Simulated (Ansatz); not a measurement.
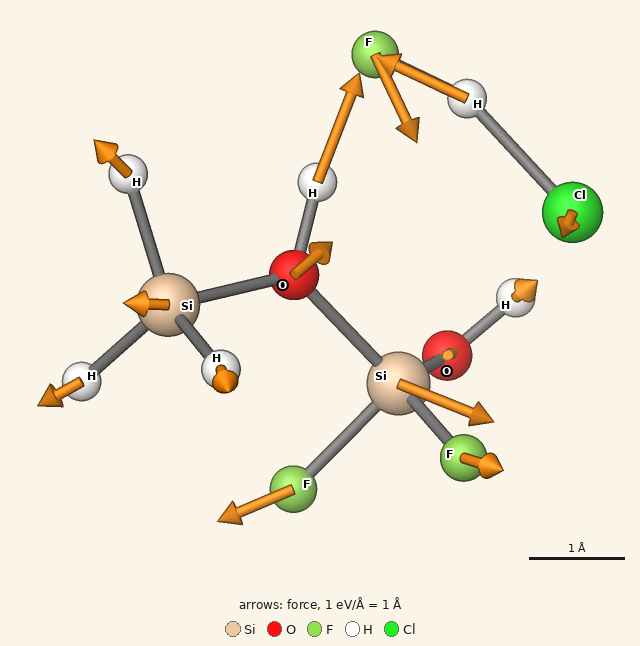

Starting geometry of Si2H6O2ClF3 with the computed forces as orange arrows. The picture is a ball-and-stick view, seen at a tilt.

The reaction that was planned forms Si1–Cl8, H7–F10, O2–H9 and breaks Si1–O2, H7–Cl8, H9–F10 (atoms numbered from 1 in input order).

The calculation used RKS PBE0-D4/def2-SVP (Ansatz 0.2.0).

Input file:
```yaml
crystal:
  periodic: [false, false, false]
  atoms:
    - {symbol: Si, position_ang: [-0.929700, 0.566600, 0.719400]}
    - {symbol: O, position_ang: [0.073300, -0.142400, -0.475100]}
    - {symbol: Si, position_ang: [0.400200, 0.462200, -2.040500]}
    - {symbol: F, position_ang: [-2.091500, 1.007600, -0.293700]}
    - {symbol: F, position_ang: [-0.396800, 2.030500, 1.026700]}
    - {symbol: O, position_ang: [-1.756100, -0.451300, 1.622300]}
    - {symbol: H, position_ang: [1.462400, -1.323000, 1.388100]}
    - {symbol: Cl, position_ang: [1.058900, -0.061000, 2.362500]}
    - {symbol: H, position_ang: [0.623900, -0.941100, -0.163900]}
    - {symbol: F, position_ang: [1.482900, -1.946400, 0.506200]}
    - {symbol: H, position_ang: [0.945900, 1.797700, -1.844100]}
    - {symbol: H, position_ang: [-0.880200, 0.427000, -2.729500]}
    - {symbol: H, position_ang: [1.365200, -0.546600, -2.460400]}
    - {symbol: H, position_ang: [-1.358400, -0.879800, 2.382000]}
basis:
  gaussian: {orbitals: def2-SVP}
hamiltonian: {xc: pbe0, dispersion: d4}
relax: {f_tol: 0.04, max_steps: 150, escape_saddle: false, constraints: [{distance: [0, 7]}, {distance: [6, 9]}, {distance: [1, 8]}, {distance: [0, 1]}, {distance: [6, 7]}, {distance: [8, 9]}]}
```

Run as
```bash
ansatz run in.yaml --threads 4 --pin off --events-out ev --progress --plain --max-ram 66560MiB --backend cuda --devices 0, --max-vram 37GiB
```

**Is this structure relaxed? If not, where do the atoms go?**

It isn't relaxed: the largest force vector, on H9, is 1.25 eV/Å. The final displacements have little in common with the starting forces (cosine between the two patterns 0.03). The largest move after the best rigid fit is that of H11, 0.71 Å. Largest moves by element: H 0.71 Å, Cl 0.68 Å, F 0.62 Å, O 0.35 Å, Si 0.22 Å. Among the contacts that change: O2–Si3 1.710 → 1.776 Å, Si1–F4 1.603 → 1.636 Å, Si1–O6 1.592 → 1.621 Å, Si3–H12 1.454 → 1.479 Å. Among the angles between lasting bonds that change: Si1–O6–H14 121.3° → 111.4°, F5–Si1–O6 130.8° → 124.5°, Si1–O2–H9 115.3° → 121.4°. Groups turn about Si1–O2 by about 30°. After 10 accepted moves (13 points after the start) the energy has fallen by 6.40 kcal/mol. The largest force component goes from 0.77 to 0.02 eV/Å. The line search rejected the trial steps at points 7, 9, 12 of the run. The forces were under the threshold at step 10, but the run went on from there.
